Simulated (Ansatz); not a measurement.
A series of calculations on SiH$_{4}$OF$_{2}$

### Relaxation

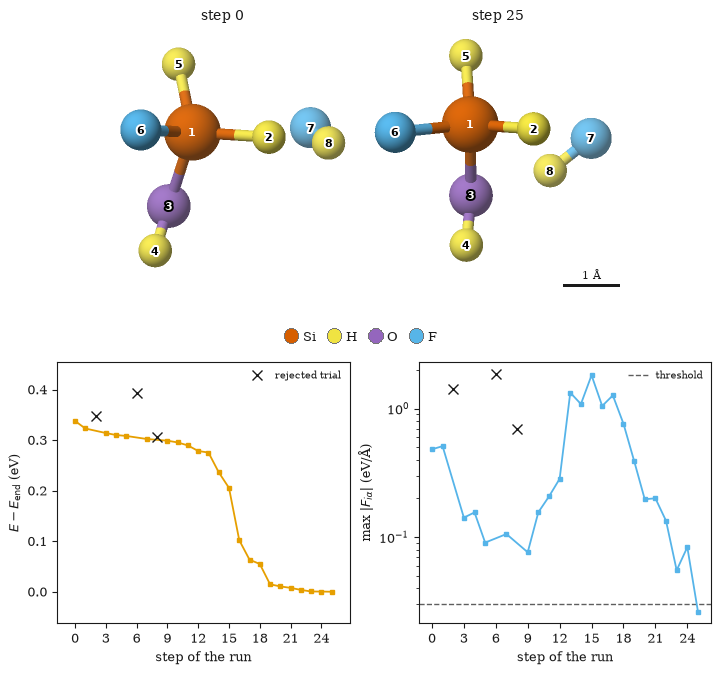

First and last geometry of a relaxation of SiH4OF2, with the history of the run. A ball-and-stick model, seen at a tilt.

The run prepares an end point of a later path (reaction) calculation, from a guessed geometry.

Method: Ansatz, RKS PBE0-D4/def2-SVP. Set-up: no spin polarisation; force threshold 0.03 eV/Å; at most 50 steps.

What do the curves and the structures tell?

It converged. Over 22 accepted moves (25 points after the start) the energy falls by 0.338 eV. The largest force component goes from 0.48 to 0.026 eV/Å. The line search rejected the trial steps at points 2, 6, 8 of the run. The largest move after the best rigid fit is that of H8, 1.31 Å. Largest moves by element: H 1.31 Å, O 0.52 Å, F 0.43 Å, Si 0.26 Å. Some distances before and after: Si1–O3 1.648 → 1.678 Å, F7–H8 0.924 → 0.939 Å, Si1–H2 1.474 → 1.482 Å. Among the angles between lasting bonds that change: O3–Si1–H5 109.6° → 106.4°, H2–Si1–F6 103.9° → 106.4°, H2–Si1–H5 113.5° → 115.7°.

### Relaxation

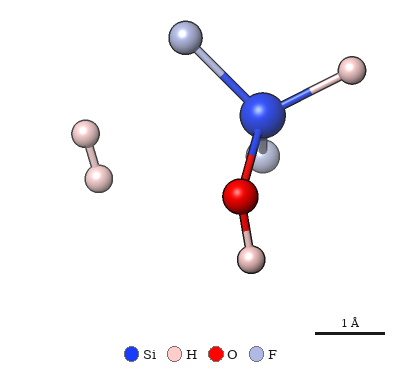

This is the input geometry for a relaxation of SiH₄OF₂. A ball-and-stick model, seen at a tilt.

The run prepares an end point of a later path (reaction) calculation, from a guessed geometry.

Theory: RKS PBE0-D4/def2-SVP in Ansatz 0.2.0.

Input file:
```yaml
crystal:
  periodic: [false, false, false]
  atoms:
    - { symbol: Si, position_ang: [0.116272, 0.490494, -0.39179] }
    - { symbol: H, position_ang: [0.649124, -0.391779, 2.070196] }
    - { symbol: O, position_ang: [1.60228, -0.172612, -0.52284] }
    - { symbol: H, position_ang: [1.699366, -1.123915, -0.620909] }
    - { symbol: H, position_ang: [-0.393991, 1.041166, -1.658809] }
    - { symbol: F, position_ang: [-0.941075, -0.610214, 0.123872] }
    - { symbol: F, position_ang: [0.193088, 1.701505, 0.650372] }
    - { symbol: H, position_ang: [0.652338, 0.313454, 2.197708] }
basis:
  gaussian: { orbitals: def2-SVP }
hamiltonian:
  xc: pbe0
  dispersion: d4
relax:
  f_tol: 0.03
  max_steps: 50
output:
  orbitals: {}
```

Run as
```bash
ansatz run input.yaml --threads 1 --pin off --max-ram 2048MiB --backend cpu --events-out ev --progress --plain --runs-dir out
```

Where does the relaxation end?

Answer. After 19 accepted moves (21 points after the start) the energy has fallen by 25.6 kJ/mol. Largest force component: 1.8 eV/Å at the start, 0.029 eV/Å at the end. The line search rejected the trial steps at points 6, 8 of the run. The forces were under the threshold at step 15, but the run went on from there. The atom that moves furthest after the best rigid fit is H2 (1.04 Å). Largest moves by element: H 1.04 Å, F 0.87 Å, Si 0.38 Å, O 0.38 Å. Some distances before and after: H2–H8 0.717 → 0.762 Å, Si1–F7 1.600 → 1.614 Å, Si1–H5 1.473 → 1.468 Å. Among the angles between lasting bonds that change: F6–Si1–F7 109.9° → 105.0°, O3–Si1–H5 113.5° → 109.4°, H5–Si1–F7 107.1° → 110.6°. Groups turn about Si1–O3 by about 90°. The run took 49 s on 1 thread of Arm Neoverse V2 (shared host), peak memory 0.15 GiB.

History of the run:

```csv
step,"E − E(0), kJ/mol","largest force component, eV/Å",note
0,0.00,1.7816,
1,-11.97,0.2449,
2,-15.72,0.1124,
3,-16.61,0.4711,
4,-17.58,0.1374,
5,-18.67,0.2233,
6,-18.26,0.8502,rejected
7,-20.43,0.2874,
8,-19.89,1.0516,rejected
9,-21.27,0.2271,
10,-22.10,0.1920,
11,-22.84,0.1760,
12,-23.57,0.1575,
13,-23.69,0.5531,
14,-24.38,0.0865,
15,-24.63,0.0246,
16,-24.94,0.1059,
17,-25.14,0.2207,
18,-25.35,0.1192,
19,-25.49,0.0711,
20,-25.53,0.0369,
21,-25.56,0.0285,
```

Final geometry:

```xyz
8

Si   -0.0929    0.4872   -0.7045
H     1.4583   -0.4127    2.7156
O     1.3067   -0.3488   -0.6736
H     1.5273   -0.8522    0.1167
H    -0.1508    1.2958   -1.9279
F    -1.3649   -0.4961   -0.6227
F    -0.2070    1.4277    0.6026
H     1.1008    0.1473    2.3417
```

After the run, drawn alike:

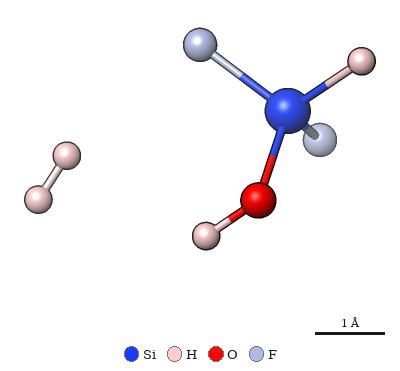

### Path

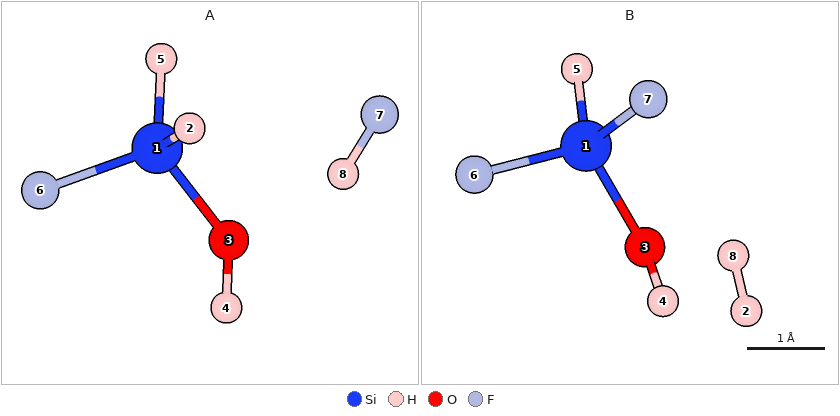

The two relaxed end points of a path for SiH4OF2. The picture is a ball-and-stick view, seen at a tilt.

The calculation used Ansatz, RKS PBE0-D4/def2-SVP.

Settings: 7 movable images; climbing image; force threshold 0.05 eV/Å; iteration limit 60.

Start:
```xyz
8

Si   -0.2681   -0.2249   -0.0067
H    -0.5828   -0.6613    1.3741
O     1.3804   -0.0007   -0.2217
H     1.9492   -0.7701   -0.1051
H    -0.9183    1.0239   -0.4465
F    -0.7230   -1.4359   -0.9833
F     1.1727    1.9494    1.4295
H     1.5672    1.3677    0.8076
```

End:
```xyz
8

Si   -0.2308    0.4153   -0.6348
H     1.7765   -0.3074    2.5841
O     1.2953   -0.1425   -0.7707
H     1.6787   -0.6254   -0.0315
H    -0.5524    1.2452   -1.8018
F    -1.2864   -0.7925   -0.4989
F    -0.3918    1.2663    0.7275
H     1.2882    0.1892    2.2740
```

> Predict the minimum-energy path and its barrier.

The energy climbs by 1.22 eV to image 3 and then falls by 2.23 eV, so the end point sits at −1.01 eV. Breaking: F7–H8 (0.94 → 1.19 at the top → 2.52 Å), Si1–H2 (1.48 → 1.68 at the top → 3.86 Å). Forming: H2–H8 (3.01 → 0.99 at the top → 0.76 Å), Si1–F7 (2.98 → 1.89 at the top → 1.61 Å). The band converged in 16 iterations. The largest component of the band force went from 41 to 0.04 eV/Å. The climbing image converged on the top of the path. Its vibrational analysis gives one imaginary mode (1000i cm⁻¹), as a transition state must have.

Energies of the converged images:

```
image  path (Å)  E (eV)
    0      0.00   0.000
    1      1.09   0.182
    2      2.18   0.350
    3      3.27   1.220
    4      4.35  -0.279
    5      5.42  -0.903
    6      6.49  -0.986
    7      7.57  -0.997
    8      8.64  -1.009
```

The geometry at the top of the path:

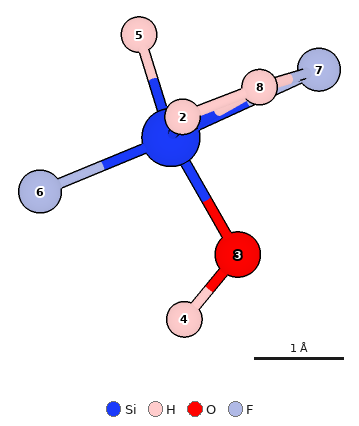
